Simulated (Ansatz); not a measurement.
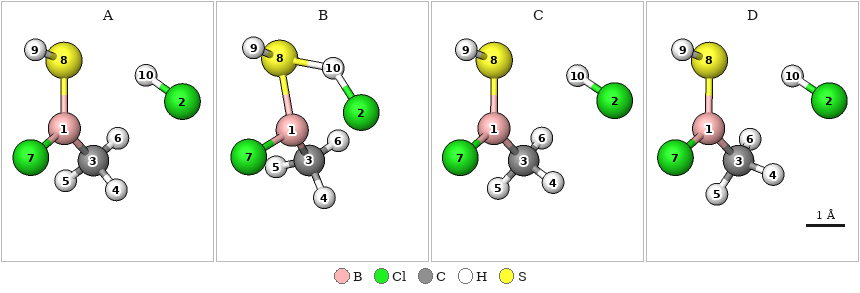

4 geometries from a converged minimum-energy path of CH$_{5}$BCl$_{2}$S, made up of CH₃BCl₂ and H₂S, shuffled. Style: ball-and-stick. Shown from a free direction.

The calculation used RKS PBE0-D4/def2-SVP in Ansatz. Set-up: 9 movable images; climbing image; force threshold 0.05 eV/Å; iteration limit 60; starting path through a guess of the saddle point.

> Which frame is the top of the path?

B. In order along the path, whose images run from 0 to 10: B (image 4, +72.3 kJ/mol), A (image 8, +8.3 kJ/mol), C (image 9, +7.8 kJ/mol), D (image 10, +7.5 kJ/mol). Breaking: B1–Cl2 (1.77 → 2.18 at the top → 3.60 Å), S8–H10 (1.35 → 1.67 at the top → 2.48 Å). Forming: B1–S8 (3.19 → 1.97 at the top → 1.81 Å), Cl2–H10 (3.11 → 1.52 at the top → 1.30 Å).

Limits of the set-up: the start holds two separate molecules, 3.1 Å apart at their closest, whose relative position is a soft coordinate.

The run took 6 min on 2 threads of Arm Neoverse V1, on a shared host, peak memory 0.28 GiB.
